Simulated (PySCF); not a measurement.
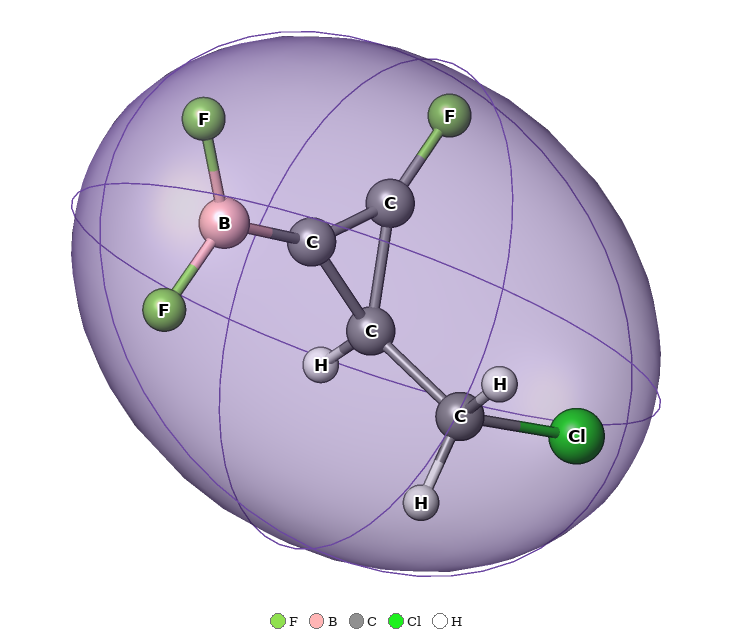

The ellipsoid shows the static dipole polarisability: its half-axes are proportional to the principal values. The computed structure is the end point of a GFN2-xTB optimisation. No frequency run is at hand to confirm it as a minimum. Computed with CAM-B3LYP/def2-SVPD (PySCF 2.14.0).

> Give the principal values, the mean and the anisotropy.

Principal values 55.2, 69.4, 96.2 bohr³; mean 73.6 bohr³ (10.91 Å³); anisotropy 36.1 bohr³, so the longest axis is 1.74 times the shortest.

The geometry is semi-empirical. Around B such bond lengths and angles can be off by a tenth of an ångström or more and by several degrees, and values that hang on the shape move with them.
